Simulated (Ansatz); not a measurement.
# Ta3Ru (Fm-3m): relaxation of cell and ions in Python

What cell does Ta3Ru (Fm-3m) relax to? A script is to give a relaxation of cell and ions; the system is Ta3Ru (Fm-3m).

All numbers are computed with Ansatz 0.2.0 through its Python package. Level of theory: DFT LDA, plane waves, PAW.

### 1 The structure

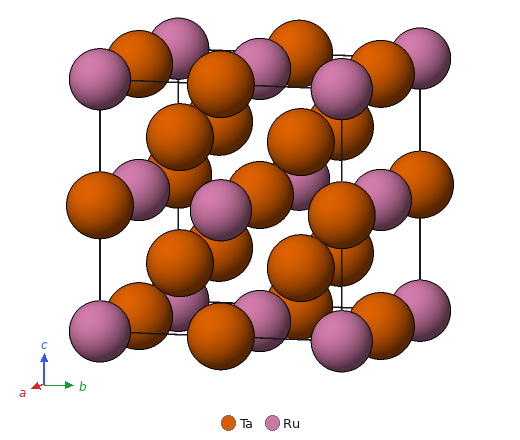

The starting structure, viewed slightly off an axis; tantalum orange, ruthenium pink. The cell is the conventional one. Atoms on cell faces are repeated.

The script holds or builds the structure itself.

### 2 Script

vcrelax.py reads:

```python
'''Relax cell and ions of Ta3Ru.'''

import ansatz as az
from ase import Atoms
from ase.io import write
from ase.neighborlist import neighbor_list
import numpy as np
import pandas as pd

FUNCTIONAL = 'lda'
KMESH = (6, 6, 6)
OCCUPATIONS = 'fermi_dirac'
SCF_TOL = 1e-07
FMAX = 0.02

def edges_and_angles(cell):
    cell = np.asarray(cell)
    a, b, c = np.linalg.norm(cell, axis=1)
    cosines = cell[1] @ cell[2] / (b * c), cell[0] @ cell[2] / (a * c), cell[0] @ cell[1] / (a * b)
    return (a, b, c, *np.degrees(np.arccos(cosines)))


def main() -> None:
    lattice = az.Lattice.of(
        (0.0, 3.218287, 3.218287),
        (3.218287, 0.0, 3.218287),
        (3.218287, 3.218287, 0.0),
    )
    sites = [
        ('Ta', (0.25, 0.25, 0.25)),
        ('Ta', (0.75, 0.75, 0.75)),
        ('Ta', (0.5, 0.5, 0.5)),
        ('Ru', (0.0, 0.0, 0.0)),
    ]
    structure = az.Crystal(lattice=lattice)
    for symbol, position in sites:
        structure = structure.atom(symbol, position)

    # a pressure is positive in compression
    job = (
        structure.calculation()
        .functional(FUNCTIONAL)
        .basis(21 * az.Ha)
        .kpoints(mesh=KMESH)
        .occupations(OCCUPATIONS)
        .scf(tolerance=SCF_TOL)
        .relax(force_tolerance=FMAX, pressure=50 * az.kbar)
        .bader_charges()
    )
    steps = []


    def collect(event):
        if event['event'] == 'relax_step':
            steps.append(event['data'])


    out = job.session().plan().execute(on_event=collect)
    summary = out.report
    for s in steps:
        flag = '' if s['accepted'] else '  (rejected)'
        print('step %2d  E = %.5f eV  largest force component = %.4f eV/A%s' % (s['step'], s['lagrangian_ev'], s['allowed_force_max_ev_ang'], flag))

    first, last = steps[0], steps[-1]
    symbols = [site.symbol for site in out.lattice.sites]
    print(f'energy gained {first["lagrangian_ev"] - last["lagrangian_ev"]:.4f} eV in {len(steps) - 1} steps')
    for label, vectors in (('before', first['cell_ang']), ('after', out.lattice.cell_ang)):
        print(label, 'a b c (A) {:.4f} {:.4f} {:.4f}  angles {:.2f} {:.2f} {:.2f}'.format(*edges_and_angles(vectors)), f' V = {abs(np.linalg.det(vectors)):.3f} A^3')
    print('final stress xx yy zz (GPa, compression positive):', np.round(np.diag(summary['stress_gpa']), 3) + 0.0)

    final = Atoms(symbols, positions=last['positions_ang'], cell=out.lattice.cell_ang, pbc=True)
    i, j, d = neighbor_list('ijd', final, 4.5)
    print('neighbours within 1.1 times the shortest distance of each atom (A)')
    for atom in range(len(final)):
        near = [m for m in np.argsort(d) if i[m] == atom]
        shell = [m for m in near if d[m] < 1.1 * d[near[0]]]
        print(f'{symbols[atom]}{atom} ({len(shell)}):', ', '.join(f'{symbols[j[m]]} {d[m]:.3f}' for m in shell))

    print('relaxed fractional positions')
    for site in out.lattice.sites:
        print(f'  {site.symbol:2s}', ' '.join(f'{v % 1:8.5f}' for v in np.round(site.position_frac, 5)))

    relaxed = Atoms(symbols, positions=[site.position_ang for site in out.lattice.sites], cell=out.lattice.cell_ang, pbc=True)
    write('relaxed.vasp', relaxed, format='vasp')

    energy = summary['free_energy_ev']
    print('Ta3Ru: {:.6f} eV = {:.6f} Ry = {:.6f} Ha'.format(energy, energy / 13.605693, energy / 27.211386))
    print('Fermi level {:.4f} eV, {} k-points, {} symmetry operations'.format(summary['fermi_energy_ev'], summary['n_kpoints'], summary['n_symmetry_ops']))

    basins = out.bader_charges()
    frame = pd.DataFrame([(a.symbol, a.partial_charge_e, a.basin.volume_ang3) for a in basins.atoms], columns=['atom', 'charge (e)', 'volume (A^3)'])
    print(frame.round(3).to_string())
    print('sum of charges', round(frame['charge (e)'].sum(), 4), ' sum of volumes', round(frame['volume (A^3)'].sum(), 3))


if __name__ == '__main__':
    main()
```

### 3 The run

On the command line:

```
python vcrelax.py
```

The program printed:

```text
DeckWarning: relax.cell: scf.convergence.dr2_threshold = 1e-7 eV (the SCF's general default) is looser than the 4e-10 eV advised for a relaxation that steers and ends on the stress (1e-10 eV for each atom of the cell: 4). What an SCF threshold leaves in a [...]
step  1  E = -34806.95980 eV  largest force component = 0.0000 eV/A
step  2  E = -34806.43190 eV  largest force component = 0.0000 eV/A  (rejected)
step  3  E = -34807.04806 eV  largest force component = 0.0000 eV/A
step  4  E = -34807.03586 eV  largest force component = 0.0000 eV/A
step  5  E = -34807.03548 eV  largest force component = 0.0000 eV/A
step  6  E = -34807.03527 eV  largest force component = 0.0000 eV/A
energy gained 0.0755 eV in 5 steps
before a b c (A) 4.5513 4.5513 4.5513  angles 60.00 60.00 60.00  V = 66.666 A^3
after a b c (A) 4.4576 4.4576 4.4576  angles 60.00 60.00 60.00  V = 62.632 A^3
final stress xx yy zz (GPa, compression positive): [4.997 4.997 4.997]
neighbours within 1.1 times the shortest distance of each atom (A)
Ta0 (8): Ru 2.730, Ta 2.730, Ta 2.730, Ru 2.730, Ta 2.730, Ru 2.730, Ta 2.730, Ru 2.730
Ta1 (8): Ta 2.730, Ta 2.730, Ta 2.730, Ru 2.730, Ru 2.730, Ta 2.730, Ru 2.730, Ru 2.730
Ta2 (8): Ta 2.730, Ta 2.730, Ta 2.730, Ta 2.730, Ta 2.730, Ta 2.730, Ta 2.730, Ta 2.730
Ru3 (8): Ta 2.730, Ta 2.730, Ta 2.730, Ta 2.730, Ta 2.730, Ta 2.730, Ta 2.730, Ta 2.730
relaxed fractional positions
  Ta  0.25000  0.25000  0.25000
  Ta  0.75000  0.75000  0.75000
  Ta  0.50000  0.50000  0.50000
  Ru  0.00000  0.00000  0.00000
Ta3Ru: -34807.035268 eV = -2558.269929 Ry = -1279.134965 Ha
Fermi level 21.2910 eV, 16 k-points, 48 symmetry operations
  atom  charge (e)  volume (A^3)
0   Ta       0.587        14.571
1   Ta       0.587        14.572
2   Ta       0.005        15.844
3   Ru      -1.180        17.645
sum of charges -0.0  sum of volumes 62.632
```

(Warnings from the package without file and line, shortened.)

Wall time 46 s (1 thread of Arm Neoverse V2, shared host); peak memory 0.51 GiB.

File relaxed.vasp afterwards:

```text
Ta Ru
 1.0000000000000000
    -0.0000000000000000    3.1520169753581158    3.1520169753581158
     3.1520169753581158    0.0000000000000000    3.1520169753581158
     3.1520169753581158    3.1520169753581158   -0.0000000000000000
 Ta  Ru
   3   1
Cartesian
  1.5760084876790579  1.5760084876790579  1.5760084876790579
  4.7280254630371736  4.7280254630371736  4.7280254630371736
  3.1520169753581158  3.1520169753581158  3.1520169753581158
 -0.0000000000000000  0.0000000000000000 -0.0000000000000000
```

Lines on the test bed's own set-up are left out of the output.

### 4 What the engine kept of the run

The report of the run holds:

```csv
item,value
SCF cycles in all,36
k-points solved,16
plane waves,1917
bands,33
valence electrons,55
free energy (eV),-34807.03527
Fermi level (eV),21.291
pressure (GPa; positive when compressed),5.00
```

### 5 The relaxation, step by step

Relaxation path:

```csv
step,E - E(step 1) (eV/cell),largest force component (eV/Å),pressure (GPa),volume (Å³)
1,0.0000,0.0000,-10.16,66.67
2,0.5279,0.0000,33.94,57.38
3,-0.0883,0.0000,2.74,63.16
4,-0.0761,0.0000,4.95,62.64
5,-0.0757,0.0000,5.00,62.63
6,-0.0755,0.0000,5.00,62.63
```

Step 1 is the start. Step 6 repeats the geometry before it on a plane-wave basis chosen anew for that cell, so its energy need not be comparable with the rows above. Step 2 was tried and not accepted.

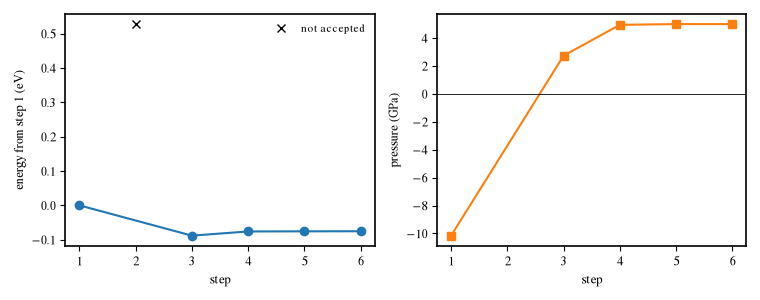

Energy and pressure along the relaxation.

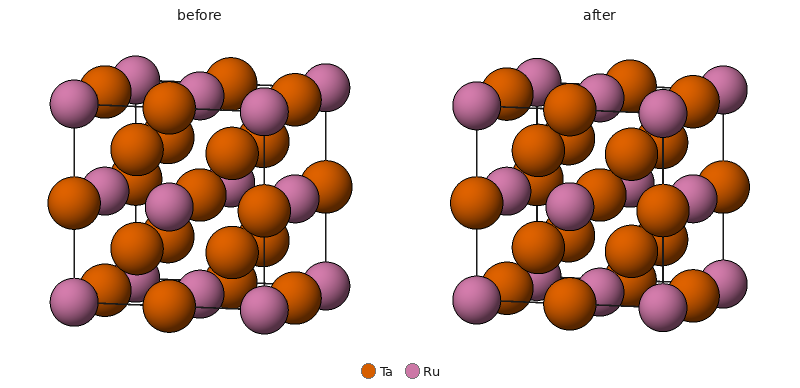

Before and after, at one scale.

Lengths and angles in the start's conventional setting:

«Before» is this run's own start.

|  | before | after | change |
| --- | --- | --- | --- |
| a (Å) | 6.437 | 6.304 | -2.1 % |
| b (Å) | 6.437 | 6.304 | -2.1 % |
| c (Å) | 6.437 | 6.304 | -2.1 % |
| volume (Å³/atom) | 16.67 | 15.66 | -6.1 % |
| shortest distance (Å) | 2.787 | 2.730 | -2.1 % |
| space group (0.01 Å) | Fm-3m | Fm-3m | same |

Forces and stress were held to the start's 48 operations: a distortion of lower symmetry was not tested.

Under a set pressure the enthalpy E + pV is minimised, so E itself may rise.

### 6 The same input on the command line

Run from a file, the same calculation prints its log.

input.yaml reads:

```yaml
crystal:
  lattice:
    - [0.0, 3.218287, 3.218287]
    - [3.218287, 0.0, 3.218287]
    - [3.218287, 3.218287, 0.0]
  atoms:
    - { symbol: Ta, position: [0.25, 0.25, 0.25] }
    - { symbol: Ta, position: [0.75, 0.75, 0.75] }
    - { symbol: Ta, position: [0.5, 0.5, 0.5] }
    - { symbol: Ru, position: [0.0, 0.0, 0.0] }
basis:
  ecutwfc: 571.4391111657
kpoints:
  mp_grid: { grid: [6, 6, 6] }
hamiltonian:
  xc: lda
scf:
  convergence: { dr2_threshold: 1.0e-07 }
  occupations: { method: fermi_dirac }
relax:
  f_tol: 0.02
  cell: { p_target: 5.0 }
output:
  bader: true
```

On the command line:

```
ansatz run input.yaml --threads 1 --pin off --max-ram 3072MiB --backend cpu --events-out ev --progress --plain --runs-dir out
```

The program printed, shortened:

```text
Warning: relax.cell: scf.convergence.dr2_threshold = 1e-7 eV (the SCF's general default) is looser than the 4e-10 eV advised for a relaxation that steers and ends on the stress (1e-10 eV for each atom of the cell: 4). What an SCF threshold leaves in a stress goes as its square root, and [...]
Warning: RAYON_NUM_THREADS=1 ignored (pool sized by the plan → 1); use --threads N
[...]
Pseudopotentials: kind: paw
Pseudopotential: Ta, paw, valence charge 13, recommended cutoff 420 eV (normal), Ta.paw.azcp
Pseudopotential: Ru, paw, valence charge 16, recommended cutoff 420 eV (normal), Ru.paw.azcp
Functional definition: SPW92
[...]
Crystal: 4 atoms, lattice volume = 66.666 Å³
Basis set: ecut = 571.4391111657 eV, 2085 PW (Γ)
Bands: 33, of which v1, the nominal top of the filled ones, is band 28 counted from 1 (27 counted from 0)
Symmetry: 48 space group operations
Space group: Fm-3m (ITA 225), of the structure as read, at distance tolerance 4.1e-5 Å
k-points: 16 of 216
[...]
--- Stress (GPa, compression-positive) ---
        4.997462       0.000000       0.000000
        0.000000       4.997462       0.000000
        0.000000       0.000000       4.997462
  P = ⅓ Tr σ = 4.9975 GPa (49.975 kbar)
--- Relaxed structure (5 steps of the walk, 4 accepted, 1 SCFs on fresh bases) ---
  F+E_penalty+E_count = -34807.03526755 eV   max|allowed force component| = 1.018e-16 eV/Å   (the final SCF, on the basis selected at the relaxed cell)
  cell:  # Å, volume = 62.6319 Å³
    - [1.0748051012956735e-34, 3.152016976205943, 3.152016976205943]
    - [3.152016976205943, 3.0651841074711524e-35, 3.152016976205943]
    - [3.152016976205943, 3.152016976205943, -4.008624716504578e-34]
  atoms:
    - { symbol: Ta, position: [0.25, 0.25, 0.25] }
    - { symbol: Ta, position: [0.7499999999999999, 0.7499999999999999, 0.7499999999999999] }
    - { symbol: Ta, position: [0.5, 0.5, 0.5] }
    - { symbol: Ru, position: [1.6558211631615524e-36, -1.3636174284859843e-36, -1.6753014121399235e-36] }
--- Bader charges: 4 sites ---
  site symbol  charge [e]  shift [e]
     0     Ta      0.5873     0.0007
     1     Ta      0.5873     0.0007
     2     Ta      0.0054     0.0004
     3     Ru     -1.1801     0.0009
  estimated error of the sums over rays = 1.1e-3 e
```

It took 45 s on 1 thread of Arm Neoverse V2, shared host; peak memory 0.35 GiB.

Script and command line differ by 0.000 meV in the energy.

### 7 Results

| quantity | value |
| --- | --- |
| free energy | -34807.0353 eV (-8701.7588 eV/atom) |
| Bader charges | Ta +0.01 to +0.59, Ru -1.18 e |
| moves of the relaxation | 3 |
| last largest force component | 0.0000 eV/Å |
| relaxed conventional cell | a = 6.304 Å, b = 6.304 Å, c = 6.304 Å, α = 90.00°, β = 90.00°, γ = 90.00° |
| space group at the end | Fm-3m |

In words: The volume shrank by 6.1 % over 3 moves under the 5 GPa asked, and the space group stayed Fm-3m. Bader's partition moves up to 1.2 e between the atoms; in a metal this marks the more electronegative partner, not separate ions. Caveats:
- Forces vanish by symmetry, so the ions can't move, and the end may be a saddle.
- Part of the cell is held or a pressure is applied, so the end point needn't be the zero-pressure lattice.
- At a fixed pressure a relaxation lowers the enthalpy F + PV, while F alone can rise.
- The mesh is modest for a metal, so energies can be off by several to tens of meV an atom and pressures by half a GPa or more; differences at equal mesh fare better.
- The zero of the levels is a convention of the potentials, so an absolute Fermi energy is no work function.
- Energies along a relaxation are free energies. Rows at an unchanged volume are solved on a plane-wave basis chosen afresh for that cell, so the energy jumps there and such rows are no steps of the walk.
- Bader volumes count only the part of each basin above a small density, so their sum can fall short of the cell.
- Edges and angles that the script prints are those of the cell as typed, here a primitive one.
- Symmetry holds the cell in this phase, whether or not it is the stable one at this pressure.
- Spin-orbit coupling, which matters for elements this heavy, is left out.
- This cell is a computed structure, which may not be the phase found in nature.
